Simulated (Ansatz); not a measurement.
**Two runs on CH5BFIn**

System: CH5BFIn.
Method of run 1: RKS PBE0-D4/def2-SVP (Ansatz 0.2.0).

The geometry comes from this level: PBE0-D4/def2-TZVP. Text and figures count atoms from 1; the logs count them from 0 in places.

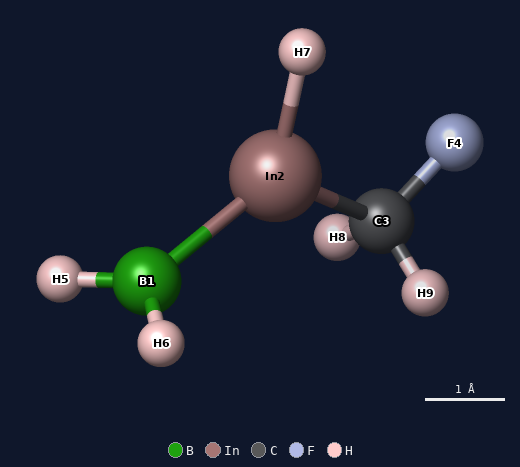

Fig. 1: The structure as given in the input (ball-and-stick view, seen at a tilt; atoms are numbered from 1 in the order of the input). Sticks mark near contacts. Bond lengths as drawn: B–H 1.20 Å, B–In 2.23 Å, C–F 1.39 Å, C–H 1.10 Å, C–In 2.19 Å and H–In 1.73 Å.

## Input, run 1
```yaml
crystal:
  periodic: [false, false, false]
  atoms:
    - {symbol: B, position_ang: [-0.943250, 1.784636, -0.905933]}
    - {symbol: In, position_ang: [0.614197, 0.253822, -0.430930]}
    - {symbol: C, position_ang: [0.239676, -1.424715, 0.926802]}
    - {symbol: F, position_ang: [1.356155, -2.242521, 1.059340]}
    - {symbol: H, position_ang: [-1.701349, 1.652602, -1.823540]}
    - {symbol: H, position_ang: [-1.071711, 2.780692, -0.253623]}
    - {symbol: H, position_ang: [2.218101, 0.254326, -1.075798]}
    - {symbol: H, position_ang: [-0.588966, -2.041602, 0.562675]}
    - {symbol: H, position_ang: [-0.034253, -1.063640, 1.924009]}
basis:
  gaussian: {orbitals: def2-SVP}
hamiltonian: {xc: pbe0, dispersion: d4}
output: {orbitals: {seedname: orbitals}}
```

Hardware: 4 CPU threads, shared host.

## Output (run 1)
```
Functional definition: PBE0
  parameter a = 0.25
  parameter kappa = 0.804
  parameter beta = 0.06672455060314922
  exchange = (1 - a)*pbe_x(kappa = kappa, mu = beta*pi^2/3) + a*exact_x
  correlation = pbe_c(beta = beta)
1117 factors; their error is unknown
mean field evaluation 1: about -9671.3648 eV, gradient 3.3e1 eV
mean field evaluation 2: about -9670.9854 eV, gradient 3.6e1 eV
mean field evaluation 4: about -9674.3401 eV, gradient 1.4e0 eV
mean field evaluation 8: about -9674.3464 eV, gradient 1.9e-2 eV
mean field evaluation 16: about -9674.4502 eV, gradient 4.8e-5 eV
mean field -9674.45020799 eV, -355.5294875657 hartree, gradient 4.8e-5 eV, S^2 0.000000; 0 other end points of the search recorded, 0 dependent functions left out
reference -9674.45024325 eV, -355.5294888617 hartree; 23, 23 occupied and 70, 70 virtual orbitals, 1117 factors
Total energy: -9674.56700250 eV, -355.5337796847 hartree
```

The input of run 2 differs as follows (lines with − go, lines with + come):
```diff
-hamiltonian: {xc: pbe0, dispersion: d4}
+hamiltonian: {xc: {name: wB97M-V}}
```

How does run 2 compare with run 1?

The total energies belong to different models, so their difference says nothing on which is more stable or more accurate. The HOMO goes from −6.90 to −9.02 eV. The LUMO goes from −2.33 to −0.34 eV.

## Output (run 2)
```
Functional definition: wB97M-V
  parameter omega = 0.3/bohr
  parameter cx = 0.15
  parameter cx01 = 1.007
  parameter cx10 = 0.259
  parameter css00 = 0.443
  parameter css04 = -1.437
  parameter css10 = -4.535
  parameter css20 = -3.390
  parameter css43 = 4.278
  parameter cos00 = 1.000
  parameter cos10 = 1.358
  parameter cos20 = 2.924
  parameter cos21 = -8.812
  parameter cos60 = -1.390
  parameter cos61 = 9.142
  parameter b = 6.0
  parameter c = 0.01
  gx(w, u) = 1 - cx + cx01*u + cx10*w
  gss(w, u) = css00 + css04*u^4 + css10*w + css20*w^2 + css43*w^4*u^3
  gos(w, u) = cos00 + cos10*w + (cos20 + cos21*u)*w^2 + (cos60 + cos61*u)*w^6
  exchange = spin_sum(e_x_unif_sr(omega)*gx(b97_w, b97_u_x)) + cx*exact_x_sr(omega) + exact_x_lr(omega)
  correlation = spin_sum(e_c_pw_mod_same_spin*gss(b97_w, b97_u_same))
      + integral(e_c_pw_mod_opposite_spin*gos(b97_w_opposite, b97_u_opposite)) + vv10(b, c)
1079 factors; their error is unknown
283 factors; integrals over basis functions are off by at most 1.1e-5 eV
mean field evaluation 1: about -9674.1461 eV, gradient 2.6e1 eV
mean field evaluation 2: about -9675.1548 eV, gradient 2.0e1 eV
mean field evaluation 4: about -9675.8918 eV, gradient 1.2e0 eV
mean field evaluation 8: about -9675.9449 eV, gradient 3.3e-2 eV
mean field -9675.94490340 eV, -355.5844166088 hartree, gradient 7.9e-5 eV, S^2 0.000000; 0 other end points of the search recorded, 0 dependent functions left out
reference -9675.94495961 eV, -355.5844186745 hartree; 23, 23 occupied and 70, 70 virtual orbitals, 1079 factors
Total energy: -9675.94495961 eV, -355.5844186745 hartree
```

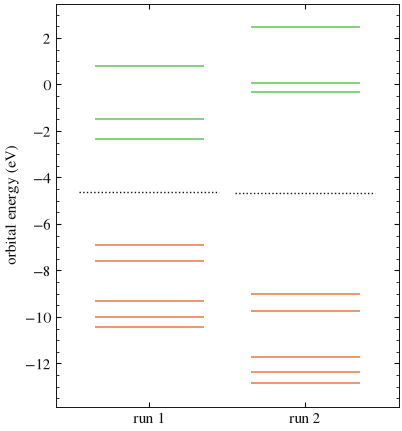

Fig. 2: The five highest filled and three lowest empty orbital energies of the two runs; the dotted lines part filled from empty levels. The HOMO–LUMO gap is 4.58 eV in run 1 and 8.67 eV in run 2.

## The two runs side by side

| quantity | run 1 | run 2 |
| --- | --- | --- |
| outcome | converged | converged |
| total energy (hartree) | −355.533780 | −355.584419 |
| HOMO (eV) | −6.90 | −9.02 |
| LUMO (eV) | −2.33 | −0.34 |
| basis functions | 93 | 93 |
| wall time (shared host) | 0.7 s | 2.1 s |
